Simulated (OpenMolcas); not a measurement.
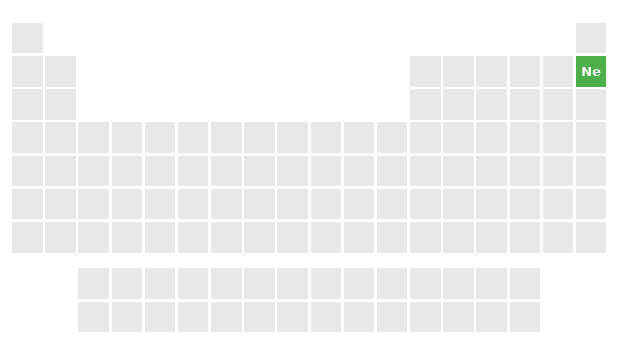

Figure 1. The place of neon in the periodic table.

Multiconfigurational calculation, with input and output: Ne⁶⁺

Ne⁶⁺. Level asked for: state-averaged CASSCF, active space 2 electrons in the shells 2s 2p, basis ANO-R0, X2C scalar Hamiltonian, spin-orbit coupling by RASSI with atomic mean-field integrals (OpenMolcas).

Input file:
```
&GATEWAY
Coord
1

Ne 0.0 0.0 0.0
Basis=ANO-R0
Group=XYZ
NoMove
AngMom=0.0 0.0 0.0
AMFI
&SEWARD
&RASSCF
FileOrb=start.orb
Symmetry=1
Spin=4
nActEl=2 0 0
Inactive=1 0
Ras2=1 3
CIRoot=3 3 1
SDav=3
CIMx=300
Iter=72 100
PrWF=0.3
OrbListing=Nothing
MaxOrb=0
Atom
CIOnly
>>> COPY $Project.JobIph JOB001
```

The file start.orb holds starting orbitals from an earlier step.

Hardware: 1 thread of Intel Xeon (Granite Rapids), 192 GiB of memory available, shared host.

Run as:
```bash
OMP_NUM_THREADS=1 MOLCAS_MEM=2252 MOLCAS_PROJECT=a pymolcas a.inp > a.log  # once for each step of the input, in one work folder
```

Output (extracts):
```
--- SEWARD ---
Basis set label: NE.ANO-R...2S1P.

      Electronic valence basis set:
      ------------------
      Associated Effective Charge  10.000000 au
      Associated Actual Charge     10.000000 au
      Nuclear Model: Finite nucleus - Gaussian distribution
        Gaussian exponent, Xi/bohr**(-2):  5.21057E+08

      Shell  nPrim  nBasis  Cartesian Spherical Contaminant
         s      14       2        X
         p       8       1        X
                  Relativistic X2C integrals
                  Atomic mean-field integrals
--- RASSCF ---

 Nr of active orbitals     NAC=   4
 Spin degeneracy         ISPIN=   4
 There can be no such wave function.
 ************************************************
--- Stop Module: rasscf at  /rc=_RC_INPUT_ERROR_ ---
.####################.
.# User input error #.
.####################.
```

Outcome:

- outcome: refused by the program

Diagnosis:

One thing in this input was made wrong on purpose: wrong spin. The program refused the input; the driver noted: RASSCF spin 3: _RC_INPUT_ERROR_.
